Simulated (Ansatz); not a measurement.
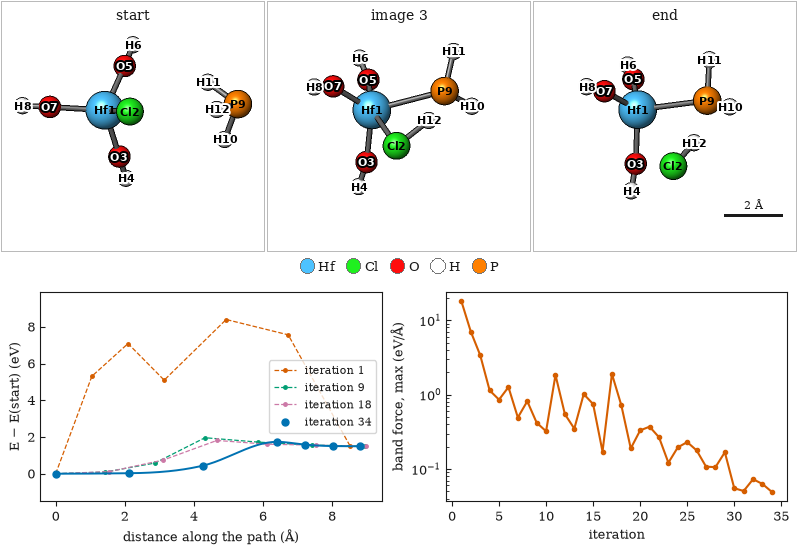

NEB run on HfPH$_{6}$O$_{3}$Cl, made up at the start of HfH₃O₃Cl and PH₃. Images are numbered from 0 (start) to 6 (end). The plot follows the band through its iterations. The picture is a ball-and-stick view, seen face on.

All numbers below come from RKS B3LYP/def2-SVP in Ansatz 0.2.0. Run with 5 movable images; climbing image; force threshold 0.05 eV/Å; iteration limit 60; starting path through a guess of the saddle point.

Did the band converge, and can the barrier be trusted?

Answer. The result is final at these settings. The band converged in 34 iterations. The largest component of the band force went from 18 to 0.049 eV/Å. The climbing image converged on the top of the path. Its vibrational analysis gives one imaginary mode (451i cm⁻¹), as a transition state must have. The first iteration put the highest image at 8.40 eV. The highest point, image 3, lies 1.74 eV above the start and 0.24 eV above the end; the end is at +1.49 eV relative to the start.

Limits of the set-up: the start holds two separate molecules, 3.0 Å apart at their closest, whose relative position is a soft coordinate and is computed without a dispersion correction.
